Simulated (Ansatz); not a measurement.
BGeH2O (SMILES [BH+][O][GeH]) (charge +1)

Input

```
crystal:
  periodic: [false, false, false]
  atoms:
    - symbol: B
      position_ang: [-3.070605, -1.072729, -0.382168]
    - symbol: Ge
      position_ang: [0.112796, -0.946612, 0.140522]
    - symbol: O
      position_ang: [-1.862073, -0.999866, -0.278634]
    - symbol: H
      position_ang: [-4.237174, -1.143048, -0.482259]
    - symbol: H
      position_ang: [0.339610, -0.529239, -1.371718]
basis:
  gaussian:
    orbitals: def2-TZVPD
total_charge: 1
magnetization:
  spin_polarized: false
  initial_magnetization: 0
hamiltonian:
  xc: {name: PBE0}
output: {forces: true, orbitals: {seedname: orbitals}}
```

Run with:

```sh
ansatz run input.yaml --threads 2 --pin off --max-ram 4350MiB --events-out events.jsonl --progress --plain --runs-dir runs
```

Geometry: PBE0-D4/def2-TZVP.

Method: isolated molecule in a Gaussian basis; Kohn-Sham density functional theory, functional PBE0 (Ansatz 0.2.0).

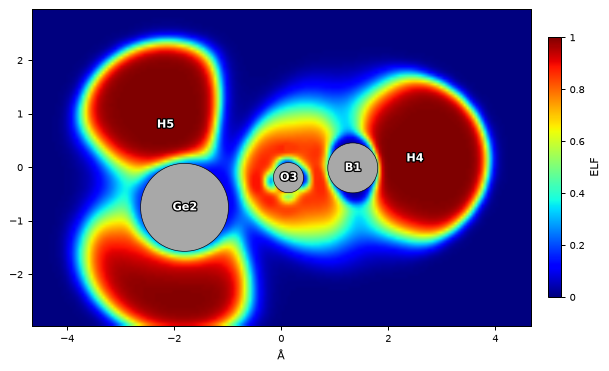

Figure 1. ELF on the molecular plane. Grey discs cover the atomic cores.

Describe what can be read from this map.

The plane passes through B, Ge, O and H nuclei. B–O (1.22 Å): the ELF peaks at about 0.85 between the atoms; a polar covalent bond. Ge–O (2.02 Å): the ELF peaks at about 0.90 in the valence shell of O, 0.7 Å from its nucleus, and is about 0.25 at the midpoint. B–H (1.17 Å): the ELF climbs to about 1 towards the hydrogen, as it does in any bond to H: a covalent bond by its length. Ge–H (1.59 Å): the ELF climbs to about 1 towards the hydrogen. The ELF also peaks beside O3, away from the bonds: lone-pair regions.

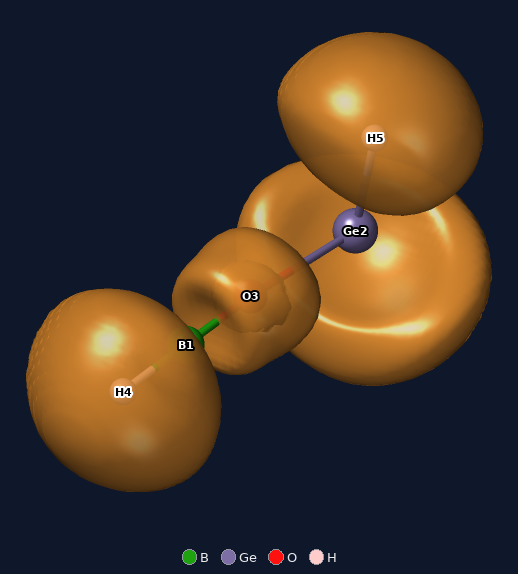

Figure 2. Isosurface of the electron localisation function at 0.75 (orange), seen at an oblique angle. Only the valence region is drawn (cores and ρ < 0.01 e/Å³ removed).

What do the ELF domains correspond to?

The ELF exceeds this value in two regions around hydrogen nuclei, one region on O in which the atom's valence shell and bonds are merged and one lobe on Ge, pointing away from the bonds (lone pairs).

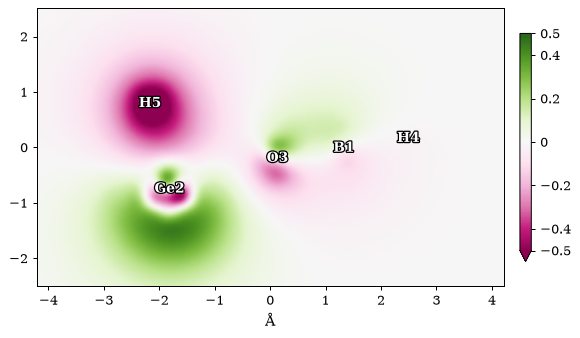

Figure 3. The HOMO on the molecular plane (values in Å⁻³ᐟ²; the overall sign is arbitrary).

What is the character of this orbital?

It lies mainly on Ge2 (about 70 %) and H5 (about 25 %); it is symmetric in the molecular plane (an in-plane orbital: σ, lone-pair or in-plane π type). Its energy is −12.90 eV.
